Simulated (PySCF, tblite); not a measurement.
# C4H10NO radical: geometry, infrared bands and EPR parameters

What infrared bands and EPR parameters should C4H10NO radical (`CC(C)(C)N[O]`) show?

The runs use tblite 0.8.0 and PySCF 2.14.0, with density-fitted response routines of our own; the level of theory stands in each step. All values are computed, except where a source is named. Atoms are numbered from 0 throughout.

**1. Starting geometry**

16 atoms, charge 0, multiplicity 2; geometry from: force field or distance geometry start.

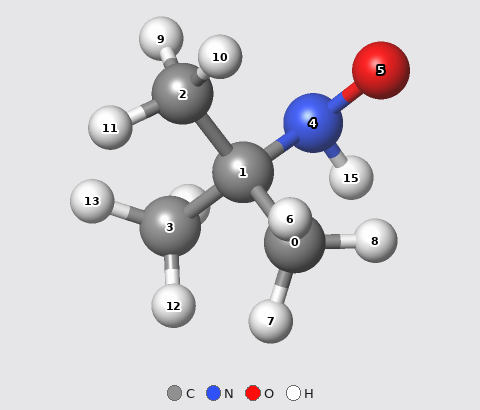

The starting geometry (carbon grey, nitrogen blue, oxygen red, hydrogen white), atoms numbered.

**2. Geometry optimisation with GFN2-xTB**

The job: settings as JSON, then the geometry in Å.

```
{"job": {"kind": "relax", "xc": "GFN2-xTB", "basis": "xTB"}, "charge": 0, "multiplicity": 2}
C     -1.034000     0.559500     0.861400
C     -0.038700    -0.057800    -0.081000
C      0.944800    -0.994800     0.589200
C      0.820700     1.006400    -0.772100
N     -0.711400    -0.798800    -1.094100
O     -1.489100    -1.793000    -0.611000
H     -0.998500     0.121800     1.882200
H     -0.969900     1.680200     0.903400
H     -2.057900     0.320400     0.495000
H      1.480100    -1.531900    -0.236500
H      0.497100    -1.710100     1.285100
H      1.746600    -0.371200     1.058500
H      0.493500     1.993600    -0.425500
H      1.898700     0.884800    -0.441000
H      0.749700     0.829400    -1.833200
H     -1.339300    -0.129700    -1.591900
```

Started as:

```
OMP_NUM_THREADS=1 python probes_run.py task.json out
```

One launch serves the whole session: the jobs run in the order shown.

Standard output:

```text
step      E/eV     max force
  0    -558.47718    3.872
  1    -558.81975    1.227
  2    -558.90204    0.827
  3    -558.99140    0.570
  4    -559.02989    0.399
  5    -559.06271    0.504
  6    -559.08581    0.496
  7    -559.10922    0.420
  8    -559.12873    0.332
  9    -559.14552    0.279
 10    -559.15828    0.264
 11    -559.17079    0.254
 12    -559.18454    0.272
 13    -559.19797    0.294
 14    -559.21001    0.264
 15    -559.21872    0.179
 16    -559.22285    0.141
 17    -559.22464    0.090
 18    -559.22583    0.076
 19    -559.22687    0.073
 20    -559.22797    0.094
 21    -559.22920    0.084
 22    -559.23061    0.088
 23    -559.23230    0.109
 24    -559.23437    0.112
 25    -559.23695    0.133
 26    -559.24026    0.168
 27    -559.24400    0.160
 28    -559.24716    0.113
 29    -559.24992    0.117
 30    -559.25311    0.137
 31    -559.25683    0.202
 32    -559.26180    0.220
 33    -559.26824    0.172
 34    -559.27518    0.212
 35    -559.27636    0.536
 36    -559.27838    0.469
 37    -559.29280    0.201
 38    -559.29931    0.202
 39    -559.31293    0.246
 40    -559.31864    0.203
 41    -559.32456    0.155
 42    -559.32865    0.175
 43    -559.33466    0.185
 44    -559.33915    0.194
 45    -559.34361    0.176
 46    -559.34707    0.167
 47    -559.35247    0.143
 48    -559.35591    0.173
 49    -559.36299    0.215
 50    -559.36957    0.218
 51    -559.37487    0.270
 52    -559.37990    0.290
 53    -559.38565    0.159
 54    -559.38967    0.108
 55    -559.39255    0.098
 56    -559.39627    0.140
 57    -559.40045    0.166
 58    -559.40498    0.174
 59    -559.40643    0.305
 60    -559.41136    0.196
 61    -559.41379    0.131
 62    -559.42071    0.141
 63    -559.42547    0.191
 64    -559.43218    0.227
 65    -559.43921    0.234
 66    -559.44628    0.247
 67    -559.45048    0.214
 68    -559.45546    0.176
 69    -559.45892    0.127
 70    -559.46167    0.089
 71    -559.46268    0.104
 72    -559.46407    0.100
 73    -559.46494    0.073
 74    -559.46586    0.086
 75    -559.46662    0.069
 76    -559.46713    0.050
 77    -559.46746    0.051
 78    -559.46781    0.049
 79    -559.46833    0.062
 80    -559.46893    0.057
 81    -559.46958    0.055
 82    -559.47002    0.038
 83    -559.47021    0.030
 84    -559.47030    0.027
 85    -559.47041    0.024
 86    -559.47052    0.028
 87    -559.47065    0.028
 88    -559.47074    0.021
 89    -559.47080    0.025
 90    -559.47084    0.025
 91    -559.47092    0.026
 92    -559.47105    0.034
 93    -559.47124    0.040
 94    -559.47144    0.036
 95    -559.47158    0.026
 96    -559.47167    0.023
 97    -559.47175    0.020
 98    -559.47183    0.021
 99    -559.47189    0.016
100    -559.47192    0.012
101    -559.47194    0.014
102    -559.47196    0.013
103    -559.47199    0.012
104    -559.47200    0.008
```

Run time: 0.78 s. Hardware: 1 thread of Arm Neoverse N1, shared host; peak memory 0.18 GiB.

The steps of the relaxation: (not every step is listed)

```
step  energy from step 0 (eV)  largest force (eV/Å)
   0                   0.0000                3.8717
   1                  -0.3426                1.2270
   2                  -0.4249                0.8274
   3                  -0.5142                0.5702
   4                  -0.5527                0.3987
   5                  -0.5855                0.5036
   6                  -0.6086                0.4960
   7                  -0.6320                0.4199
   8                  -0.6516                0.3324
  17                  -0.7475                0.0900
  26                  -0.7631                0.1676
  35                  -0.7992                0.5362
  44                  -0.8620                0.1941
  53                  -0.9085                0.1592
  62                  -0.9435                0.1407
  71                  -0.9855                0.1039
  80                  -0.9918                0.0572
  89                  -0.9936                0.0247
  98                  -0.9946                0.0206
  99                  -0.9947                0.0157
 100                  -0.9947                0.0119
 101                  -0.9948                0.0136
 102                  -0.9948                0.0132
 103                  -0.9948                0.0122
 104                  -0.9948                0.0083
```

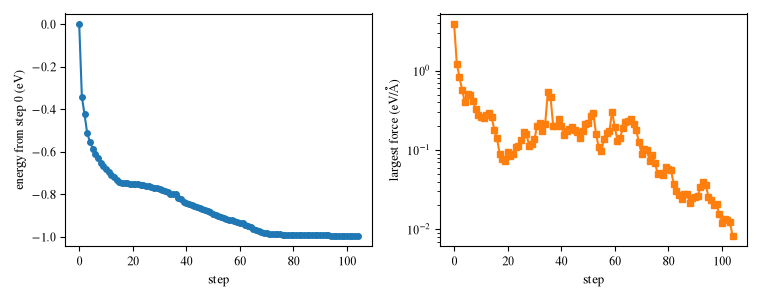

Energy and force, step by step.

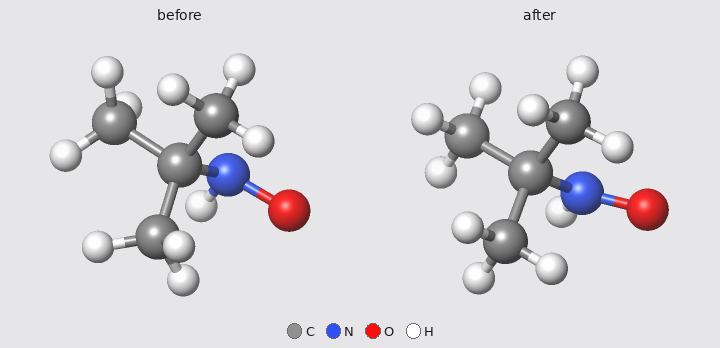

Before and after, at one scale.

Distances of close pairs at the start and the end, largest changes first:

```
  bond  before (Å)  after (Å)  change (Å)
 N4–O5       1.352      1.275      -0.076
C3–H13       1.134      1.086      -0.048
 C0–H7       1.123      1.087      -0.037
 C2–H9       1.121      1.087      -0.034
 C0–C1       1.503      1.537      +0.034
C2–H11       1.119      1.086      -0.033
 C1–N4       1.424      1.454      +0.030
 C0–H8       1.113      1.088      -0.025
```

The end geometry stands in the next job.

**3. Infrared spectrum with GFN2-xTB**

The job: settings as JSON, then the geometry in Å.

```
{"job": {"kind": "ir", "xc": "GFN2-xTB", "basis": "xTB"}, "charge": 0, "multiplicity": 2}
C     -0.904074     0.608996     1.012013
C     -0.024985    -0.041255    -0.068330
C      0.973926    -1.001988     0.573380
C      0.681459     1.025925    -0.901272
N     -0.877719    -0.804131    -0.965766
O     -1.358714    -1.944525    -0.658873
H     -1.446520    -0.162232     1.553185
H     -0.287773     1.165743     1.712709
H     -1.623495     1.289984     0.561663
H      1.644348    -1.407780    -0.180104
H      0.435729    -1.827020     1.032515
H      1.559557    -0.490044     1.330877
H     -0.039084     1.699902    -1.360893
H      1.341682     1.612151    -0.268370
H      1.276579     0.564873    -1.685977
H     -1.358516    -0.279656    -1.698167
```

Standard output:

```text
mode    cm-1     km/mol
  1      55.4     20.98
  2     150.5      0.12
  3     207.7      0.99
  4     222.1      1.82
  5     250.8     10.13
  6     300.1     14.54
  7     339.2      4.62
  8     373.0     23.40
  9     398.6      0.93
 10     469.3     16.76
 11     575.1     12.37
 12     792.2      3.99
 13     909.9      6.89
 14     950.1      2.35
 15     960.5      2.06
 16     965.1      0.28
 17    1023.1      0.82
 18    1037.0      1.16
 19    1204.5     24.80
 20    1233.7     34.99
 21    1252.7     11.73
 22    1364.3     18.79
 23    1391.0      8.23
 24    1397.4     18.56
 25    1412.4      4.39
 26    1429.3     22.98
 27    1471.5      0.26
 28    1483.5      2.63
 29    1485.6      0.51
 30    1489.2      3.20
 31    1496.2      4.79
 32    1503.5     11.46
 33    3025.1      9.17
 34    3031.4     54.57
 35    3040.4      7.41
 36    3042.3      6.83
 37    3046.3     32.84
 38    3049.2     22.78
 39    3054.1      2.91
 40    3056.6     16.37
 41    3058.9     50.01
 42    3202.5     16.11
```

Wall time 0.58 s (1 thread of Arm Neoverse N1, shared host); peak memory 0.18 GiB.

The strongest bands and the atoms that carry them (share of the mass-weighted mode):

```
cm⁻¹  km/mol                       atoms
 373    23.4           H15 30 %, C3 12 %
1204    24.8                     C1 46 %
1234    35.0                     C1 53 %
1429    23.0            N4 34 %, O5 19 %
3031    54.6           H8 75 %, H12 15 %
3046    32.8  H9 47 %, H6 18 %, H14 15 %
3049    22.8            H6 68 %, H9 18 %
3059    50.0          H13 43 %, H11 36 %
```

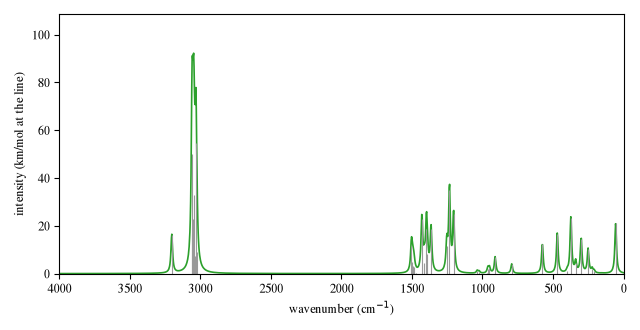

The infrared spectrum from these modes, unscaled. Lines are broadened to a width of 14 cm⁻¹ (Lorentzian).

**4. g tensor and hyperfine couplings: B3LYP/pcH-1**

Same as in step 3 but for these lines:

```diff
@@ -1,2 +1,2 @@
-{"job": {"kind": "ir", "xc": "GFN2-xTB", "basis": "xTB"}, "charge": 0, "multiplicity": 2}
+{"job": {"kind": "epr", "basis": "pcH-1"}, "charge": 0, "multiplicity": 2}
 C     -0.904074     0.608996     1.012013
```

Method: UKS B3LYP, pcH-1 on C H N O, non-relativistic, mean-field spin-orbit, GIAO.

Standard output:

```text
UKS, coarse grid
  cycle   1  E = -288.21903188  |g| = 6.23e-01
  cycle   2  E = -287.82194266  |g| = 1.21e+00
  cycle   3  E = -288.37236954  |g| = 1.37e-01
  cycle   4  E = -288.37934634  |g| = 7.68e-02
  cycle   5  E = -288.38184130  |g| = 1.55e-02
  cycle   6  E = -288.38192528  |g| = 8.14e-03
  cycle   7  E = -288.38195520  |g| = 3.31e-03
  cycle   8  E = -288.38196029  |g| = 4.17e-04
UKS, final grid
  cycle   1  E = -288.38192772  |g| = 4.32e-04
  cycle   2  E = -288.38192757  |g| = 8.14e-04
  cycle   3  E = -288.38192780  |g| = 9.94e-05
  cycle   4  E = -288.38192781  |g| = 4.34e-05
  cycle   5  E = -288.38192781  |g| = 1.86e-05
E = -288.38192781 Eh   <S^2> = 0.7536 (exact 0.7500)
g shifts (ppm)      1          2          3
  rmc          -304       -304       -304
  gc             -7         61         54
  oz_so         -12       4054       8279
  total        -323       3810       8029
hyperfine (MHz)  atom isotope    a_iso     a_fc   dipolar eigenvalues
    0   13C      26.77      26.77     -3.54     -2.99      6.53
    1   13C     -12.61     -12.61     -1.88     -1.41      3.29
    2   13C       6.22       6.22     -1.59     -0.86      2.45
    3   13C       6.14       6.14     -1.12     -0.91      2.03
    4   14N      28.49      28.49    -24.80    -23.95     48.76
    5   17O     -43.37     -43.37   -191.03     93.16     97.86
    6    1H      -2.91      -2.91     -4.48     -1.39      5.87
    7    1H       9.06       9.06     -2.60     -1.23      3.83
    8    1H      -0.83      -0.83     -3.56     -1.95      5.51
    9    1H      -0.73      -0.73     -2.91     -2.82      5.72
   10    1H      -1.02      -1.02     -4.11     -3.16      7.27
   11    1H      -1.44      -1.44     -1.76     -1.49      3.24
   12    1H      -0.94      -0.94     -2.50     -2.32      4.82
   13    1H      -0.80      -0.80     -1.51     -1.36      2.86
   14    1H      -0.63      -0.63     -3.22     -2.42      5.64
   15    1H     -28.75     -28.75    -28.04     -8.63     36.66
```

It took 77 s on 1 thread of Arm Neoverse N1, shared host; peak memory 1 GiB.

Principal g values 2.00200, 2.00613, 2.01035; g(iso) = 2.00616, against 2.00232 for a free electron.

Mean a(iso) over the nuclei that a row names, and the largest dipolar term of the row (other rows stand at the frozen geometry):

```
                        nuclei  isotope  a(iso) (MHz)  a(iso) (G, at g = 2.0023)  largest dipolar term (MHz)
                            O5      17O         -43.4                      -15.5                      -191.0
                           H15       1H         -28.7                      -10.3                        36.7
                            N4      14N          28.5                       10.2                        48.8
                    C0, C2, C3      13C          13.0                        4.7                         6.5
                            C1      13C         -12.6                       -4.5                         3.3
H6, H7, H8, H9, H10 and 4 more       1H           0.0                        0.0                         7.3
```

Mulliken spin populations:

C0 0.03; C1 -0.01; C2 0.01; C3 0.00; N4 0.43; O5 0.56; H6 0.00; H7 0.00; H8 0.00; H9 0.00; H10 0.00; H11 0.00; H12 0.00; H13 0.00; H14 0.00; H15 -0.02

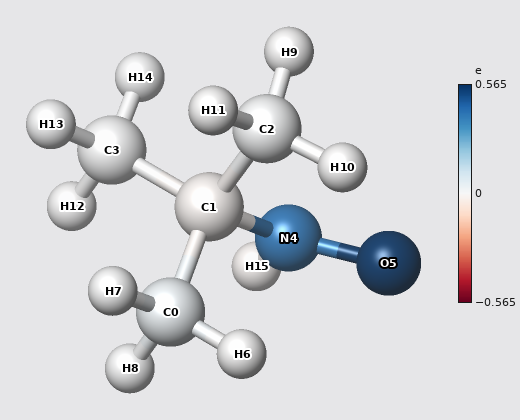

Mulliken spin populations, as colours on the atoms.

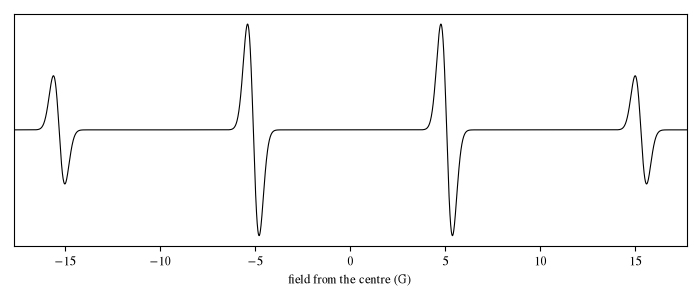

First-order isotropic spectrum (first derivative, main isotopes with spin only, couplings over 0.8 MHz, Gaussian width 0.3 G; couplings of the frozen geometry, rotation of groups not averaged beyond the rows shown).

Orbitals, density, ELF and potential are computed afterwards from the orbital file.

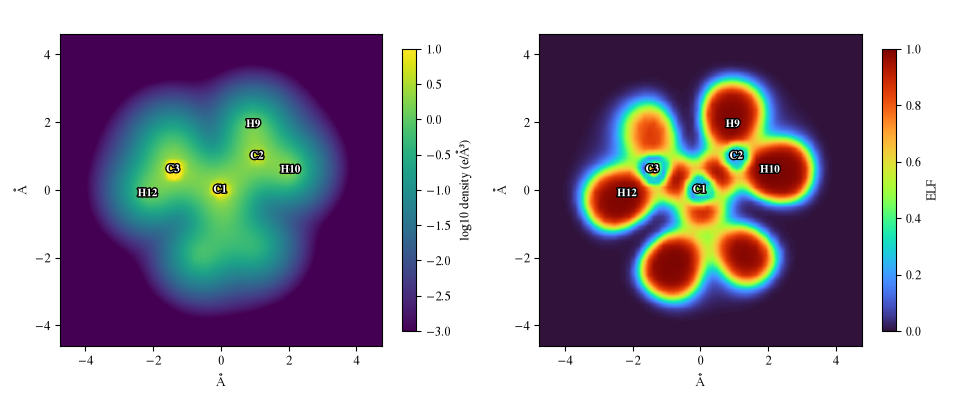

Density (left) and ELF (right) in a plane through or near 6 of the atoms.

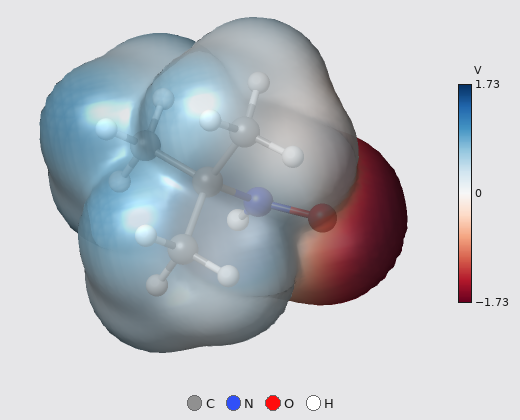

The potential that a unit positive charge feels on the 0.002 e/bohr³ surface, from the 1st to the 99th percentile, from -1.72 V near O5 to 1.73 V near H15.

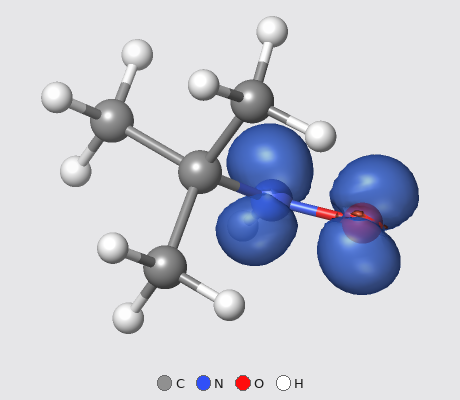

Spin density at ±0.07 e/Å³ (alpha excess blue, beta excess red).

**5. Summary of results**

```
                                 quantity                 value
strongest single infrared mode (GFN2-xTB)  3031 cm⁻¹, 55 km/mol
             zero-point energy (GFN2-xTB)         86.1 kcal/mol
                           g(iso) (B3LYP)               2.00616
                                     ⟨S²⟩    0.754 (exact 0.75)
       largest a(iso) (averaged by class)  17O on O5, -43.4 MHz
    surface potential, 1st and 99th percentile    -1.72 V and 1.73 V
```

Relaxing lowered the energy by 0.995 eV in 104 steps; the close pair that moved most is N4–O5, from 1.352 to 1.275 Å. No mode is imaginary among the 42: a minimum at this level. The strongest single mode, at 3031 cm⁻¹, moves mainly H8. Unscaled tight-binding wavenumbers are off by several per cent, some by more. Its intensities can rank the bands wrongly. The largest spin populations lie on O5 (0.56 e), N4 (0.43 e). The isotropic g lies 3.8 ppt above the free-electron value.
